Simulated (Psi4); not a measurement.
# A workflow on [NO2]− (nitrite)

Wanted: a structure relaxation (HF/cc-pVDZ), then vibrational wavenumbers, then the energy (CCSD(T)/def2-TZVP) of [NO2]− (nitrite). 

The results are computed with Psi4 1.11.

## 1. The structure to begin with

[NO2]−: 3 atoms, total charge -1, spin state singlet. SMILES: `O=N[O-]`. The shape is that of a GFN2-xTB optimisation. The run starts from this shape.

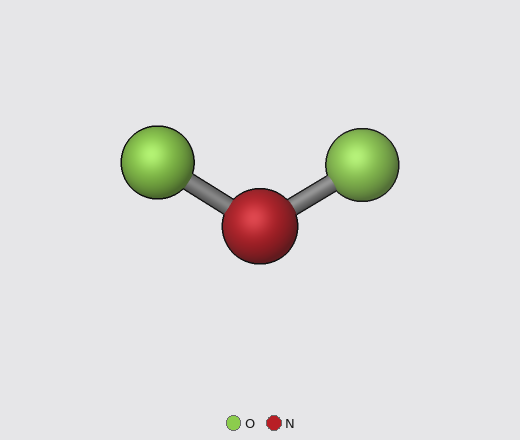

Viewed from a chosen angle; oxygen green, nitrogen red.

## 2. A geometry optimisation at HF/cc-pVDZ (density fitting) (run 1)

Input file job.in:

```
memory 1600 mb

molecule {
  -1 1
  O
  N 1 1.27185
  O 2 1.271943 1 117.29272
}

set basis cc-pVDZ
set geom_maxiter 60

e_tot, wfn = optimize("hf", return_wfn=True)
print_variables()
```

Run with:

```
$ psi4 -i job.in -o job.out -n 1
```

job.out:

```text
[...]
  Running in cs symmetry.
[...]
  Nuclear repulsion =   62.188354246023849
[...]
  Multiplicity = 1
[...]
  Nalpha       = 12
  Nbeta        = 12
[...]
    Number of basis functions: 42
[...]
   @DF-RHF iter   1:  -203.97262743121627   -9.58408e-01   1.62138e-02 ADIIS/DIIS
[...]
   @DF-RHF iter   8:  -204.07936647304385   -1.98952e-13   3.18591e-09 DIIS
[...]
  @DF-RHF Final Energy:  -204.07936647304385
   => Energetics <=
    Nuclear Repulsion Energy =             64.6225398764466661
    One-Electron Energy =                -416.4367588534363449
    Two-Electron Energy =                 147.7348525039458025
    Total Energy =                       -204.0793664730438479
[...]
 Multipole Moments:
 ------------------------------------------------------------------------------------
     Multipole            Electronic (a.u.)      Nuclear  (a.u.)        Total (a.u.)
 ------------------------------------------------------------------------------------
 L = 1.  Multiply by 2.5417464519 to convert [e a0] to [Debye]
 Dipole X            :         -0.2162433            0.0027024           -0.2135408
 Dipole Y            :         -0.1329204            0.0016612           -0.1312593
 Dipole Z            :          0.0000000            0.0000000            0.0000000
 Magnitude           :                                                    0.2506565
[...]
  -Total Gradient:
     Atom            X                  Y                   Z
    ------   -----------------  -----------------  -----------------
       1       -0.000007966511     0.000081861608     0.000000000000
       2       -0.000062132962    -0.000037458216     0.000000000000
       3        0.000070099473    -0.000044403392     0.000000000000
[...]
    Final optimized geometry and variables:
    Molecular point group: cs
    Full point group: Cs
    Geometry (in Angstrom), charge = -1, multiplicity = 1:
    O
    N             1    1.224725
    O             2    1.224726      1  116.842692
  Variable Map:
  ----------------------------------------------------------------------------
  "CURRENT ENERGY"           =>    -204.079366473044
  "CURRENT REFERENCE ENERGY" =>    -204.079366473044
  "DD SOLVATION ENERGY"      =>       0.000000000000
  "HF KINETIC ENERGY"        =>     204.327030613539
  "HF POTENTIAL ENERGY"      =>    -408.406397086583
[...]
```

Standard output:

```text
Optimizer: Optimization complete!
```

It took 3.9 s on 1 thread of Intel Xeon Platinum 8488C (Sapphire Rapids), shared host; peak memory 0.23 GiB.

Step by step:

```
step  energy from the first frame kept (eV)  largest force (eV/Å)
   0                                 0.0000                3.5735
   1                                -0.1559                1.0640
   2                                -0.1499                1.9240
   3                                -0.1793                0.1257
   4                                -0.1795                0.0232
   5                                -0.1795                0.0043
```

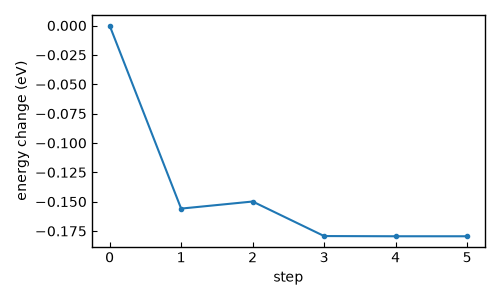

Energy along the run.

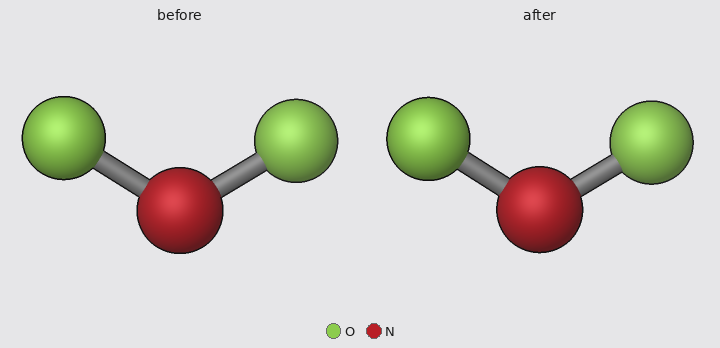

Before and after, at one scale.

After the run. Bond lengths: O1–N2 1.225 Å, N2–O3 1.225 Å. Angles: O1–N2–O3 116.8°.

## 3. The harmonic vibrations at HF/cc-pVDZ (density fitting) (run 2)

Input file no2.in:

```
memory 1.6 GB

molecule {
  -1 1
  O
  N 1 R2
  O 2 R3 1 A3

  R2 = 1.224725
  R3 = 1.224726
  A3 = 116.84268
}

set {
  basis                      cc-pVDZ
  t                          600.0
  rotational_symmetry_number 2
}

frequency('hf')
```

Run with:

```
$ psi4 no2.in no2.out -n 1
```

no2.out:

```text
[...]
  Running in cs symmetry.
[...]
  Nuclear repulsion =   64.622535334535968
[...]
  Multiplicity = 1
[...]
  Nalpha       = 12
  Nbeta        = 12
[...]
    Number of basis functions: 42
[...]
   @DF-RHF iter   1:  -203.98850057684470   -7.14193e-01   1.55712e-02 ADIIS/DIIS
[...]
  -Total Gradient:
     Atom            X                  Y                   Z
    ------   -----------------  -----------------  -----------------
       1       -0.000007903609     0.000081836718     0.000000000000
       2       -0.000062549156    -0.000037312861     0.000000000000
       3        0.000070452766    -0.000044523857     0.000000000000
[...]
   @DF-RHF iter  11:  -204.07936647302810   -3.97904e-13   9.87677e-09 DIIS
[...]
    Orbital Energies [Eh]
    ---------------------
    Doubly Occupied:
       1Ap   -20.269521     2Ap   -20.269460     3Ap   -15.445370
       4Ap    -1.266596     5Ap    -1.055271     6Ap    -0.572263
       7Ap    -0.410458     8Ap    -0.396336     1App   -0.366445
       9Ap    -0.172285     2App   -0.148913    10Ap    -0.110607
[...]
  @DF-RHF Final Energy:  -204.07936647302810
   => Energetics <=
    Nuclear Repulsion Energy =             64.6225353345359679
    One-Electron Energy =                -416.4367500887976803
    Two-Electron Energy =                 147.7348482812335817
    Total Energy =                       -204.0793664730281023
[...]
 Multipole Moments:
 ------------------------------------------------------------------------------------
     Multipole            Electronic (a.u.)      Nuclear  (a.u.)        Total (a.u.)
 ------------------------------------------------------------------------------------
 L = 1.  Multiply by 2.5417464519 to convert [e a0] to [Debye]
 Dipole X            :         -0.2162438            0.0027024           -0.2135414
 Dipole Y            :         -0.1329200            0.0016612           -0.1312588
 Dipole Z            :          0.0000000            0.0000000            0.0000000
 Magnitude           :                                                    0.2506567
[...]
  ==> Harmonic Vibrational Analysis <==
[...]
  Freq [cm^-1]                 898.2394           1569.8136           1603.4845
[...]
  IR activ [km/mol]            13.2596             754.7995            37.1214
[...]
  Total E_0, Enthalpy at 0 [K]                                                         -204.07009083 [Eh]
[...]
  Total H, Enthalpy at  600.00 [K]                                                     -204.06162390 [Eh]
[...]
  Total G, Gibbs energy at  600.00 [K]                                                 -204.12182828 [Eh]
[...]
```

Wall time 3.6 s (1 thread of Intel Xeon Platinum 8488C (Sapphire Rapids), shared host); peak memory 0.24 GiB.

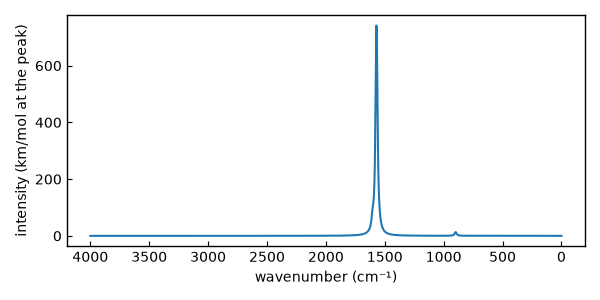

Harmonic infrared spectrum, unscaled, lines broadened by 10 cm⁻¹.

## 4. A single-point energy at CCSD(T)/def2-TZVP (run 3)

Input file no2.sdf:

```

     RDKit          3D

  3  2  0  0  0  0  0  0  0  0999 V2000
    0.3208    0.9750    0.2845 O   0  0  0  0  0  0  0  0  0  0  0  0
    0.3188   -0.2422    0.1485 N   0  0  0  0  0  0  0  0  0  0  0  0
   -0.6410   -0.7320   -0.4337 O   0  0  0  0  0  0  0  0  0  0  0  0
  2  1  2  0
  3  2  1  0
M  CHG  1   3  -1
M  END
$$$$
```

Input file run.py:

```python
import psi4
from rdkit import Chem

psi4.set_memory(1600000000)
psi4.set_num_threads(1)
psi4.core.set_output_file('output.dat', False)

rd = Chem.SDMolSupplier('no2.sdf', removeHs=False, sanitize=False)[0]
xyz = rd.GetConformer().GetPositions()
atoms = '\n'.join(f'{a.GetSymbol()} {x:.4f} {y:.4f} {z:.4f}' for a, (x, y, z) in zip(rd.GetAtoms(), xyz))
m = psi4.geometry('-1 1\n' + atoms + '')

options = {'basis': 'def2-TZVP', 'scf_type': 'pk', 'num_frozen_docc': 3}
psi4.set_options(options)

e = psi4.energy("ccsd(t)", molecule=m)
print('E =', round(e, 9))
for k, v in sorted(psi4.core.scalar_variables().items()):
    print(f'{k:45s} {v:18.10f}')
```

Run with:

```
$ python run.py
```

output.dat:

```text
[...]
  Running in cs symmetry.
[...]
  Nuclear repulsion =   64.620108737260068
[...]
  Multiplicity = 1
[...]
  Nalpha       = 12
  Nbeta        = 12
[...]
    Number of basis functions: 93
[...]
   @RHF iter   1:  -204.07032926105424   -7.29330e-01   7.51004e-03 DIIS/ADIIS
[...]
   @RHF iter  11:  -204.17035393384981   -1.67688e-11   7.73778e-09 DIIS
[...]
    Orbital Energies [Eh]
    ---------------------
    Doubly Occupied:
       1Ap   -20.299901     2Ap   -20.299850     3Ap   -15.474264
       4Ap    -1.290680     5Ap    -1.080399     6Ap    -0.597795
       7Ap    -0.436229     8Ap    -0.424825     1App   -0.392093
       9Ap    -0.201988     2App   -0.179506    10Ap    -0.139669
[...]
  @RHF Final Energy:  -204.17035393384981
   => Energetics <=
    Nuclear Repulsion Energy =             64.6201087372600682
    One-Electron Energy =                -415.9465266015659495
    Two-Electron Energy =                 147.1560639304560709
    Total Energy =                       -204.1703539338498103
[...]
 Multipole Moments:
 ------------------------------------------------------------------------------------
     Multipole            Electronic (a.u.)      Nuclear  (a.u.)        Total (a.u.)
 ------------------------------------------------------------------------------------
 L = 1.  Multiply by 2.5417464519 to convert [e a0] to [Debye]
 Dipole X            :          0.1821207           -0.0026072            0.1795134
 Dipole Y            :         -0.1262451            0.0018073           -0.1244378
 Dipole Z            :          0.0000000            0.0000000            0.0000000
 Magnitude           :                                                    0.2184258
[...]
      * MP2 total energy                      = -204.847584030178524
[...]
      * CCSD total energy                     = -204.840281936454005
[...]
      * CCSD(T) total energy                  = -204.872059475751570
```

On the terminal:

```text
E = -204.872059476
(T) CORRECTION ENERGY                              -0.0317775393
CC D1 DIAGNOSTIC                                    0.0682419936
CC D2 DIAGNOSTIC                                    0.1861825824
CC NEW D1 DIAGNOSTIC                                0.0682419936
CC T1 DIAGNOSTIC                                    0.0204490462
CCSD CORRELATION ENERGY                            -0.6699280026
CCSD DOUBLES ENERGY                                -0.6699280026
CCSD ITERATIONS                                    14.0000000000
CCSD OPPOSITE-SPIN CORRELATION ENERGY              -0.5130350955
CCSD SAME-SPIN CORRELATION ENERGY                  -0.1568929071
CCSD SINGLES ENERGY                                 0.0000000000
CCSD TOTAL ENERGY                                -204.8402819365
CCSD(T) CORRELATION ENERGY                         -0.7017055419
CCSD(T) TOTAL ENERGY                             -204.8720594758
CURRENT CORRELATION ENERGY                         -0.7017055419
CURRENT ENERGY                                   -204.8720594758
CURRENT REFERENCE ENERGY                         -204.1703539338
DD SOLVATION ENERGY                                 0.0000000000
HF KINETIC ENERGY                                 204.1710763149
HF POTENTIAL ENERGY                              -408.3414302488
HF TOTAL ENERGY                                  -204.1703539338
HF VIRIAL RATIO                                     1.9999964619
MP2 CORRELATION ENERGY                             -0.6772300963
MP2 DOUBLES ENERGY                                 -0.6772300963
MP2 OPPOSITE-SPIN CORRELATION ENERGY               -0.4954312001
MP2 SAME-SPIN CORRELATION ENERGY                   -0.1817988962
MP2 SINGLES ENERGY                                 -0.0000000000
MP2 TOTAL ENERGY                                 -204.8475840302
NUCLEAR REPULSION ENERGY                           64.6201087373
ONE-ELECTRON ENERGY                              -415.9465266016
PCM POLARIZATION ENERGY                             0.0000000000
PE ENERGY                                           0.0000000000
SCF ITERATION ENERGY                             -204.1703539338
SCF ITERATIONS                                     11.0000000000
SCF TOTAL ENERGY                                 -204.1703539338
TWO-ELECTRON ENERGY                               147.1560639305
```

Wall time 13 s (1 thread of Intel Xeon Platinum 8488C (Sapphire Rapids), shared host); peak memory 0.59 GiB.

## 5. Outcome

```
                                                                       quantity             value
                                     run 1, HF/cc-pVDZ: total energy at the end     -204.07937 Eh
                                                 run 1, HF/cc-pVDZ: HOMO energy          -3.01 eV
                                                 run 1, HF/cc-pVDZ: LUMO energy          11.98 eV
       run 1, HF/cc-pVDZ: HOMO–LUMO gap (to an unbound level, set by the basis)          14.99 eV
                                  run 2, HF/cc-pVDZ: lowest harmonic wavenumber          898 cm⁻¹
                                 run 2, HF/cc-pVDZ: highest harmonic wavenumber         1603 cm⁻¹
                                           run 2, HF/cc-pVDZ: zero-point energy       24.4 kJ/mol
      run 2, HF/cc-pVDZ: ideal-gas entropy at 600 K (symmetry number 2 as used)  63.0 cal/(mol K)
                                         run 3, CCSD(T)/def2-TZVP: total energy     -204.87206 Eh
                  run 3, CCSD(T)/def2-TZVP: HOMO energy (Hartree–Fock orbitals)          -3.80 eV
                  run 3, CCSD(T)/def2-TZVP: LUMO energy (Hartree–Fock orbitals)          10.93 eV
run 3, CCSD(T)/def2-TZVP: HOMO–LUMO gap (to an unbound level, set by the basis)          14.73 eV
          run 3, CCSD(T)/def2-TZVP: correlation energy (3 core orbitals frozen)        -701.7 mEh
                                       run 3, CCSD(T)/def2-TZVP: (T) correction        -31.78 mEh
                                        run 3, CCSD(T)/def2-TZVP: T1 diagnostic             0.020
```

In words: The optimisation (run 1, HF/cc-pVDZ) took 6 steps and changed the energy by -0.179 eV. All 3 modes (run 2, HF/cc-pVDZ) are real, so the shape is a minimum at this level. The T1 diagnostic (run 3, CCSD(T)/def2-TZVP) of 0.020 is above the customary mark for such species, so a single reference may not serve. The triples (run 3, CCSD(T)/def2-TZVP) make up 4.5 % of the correlation energy.
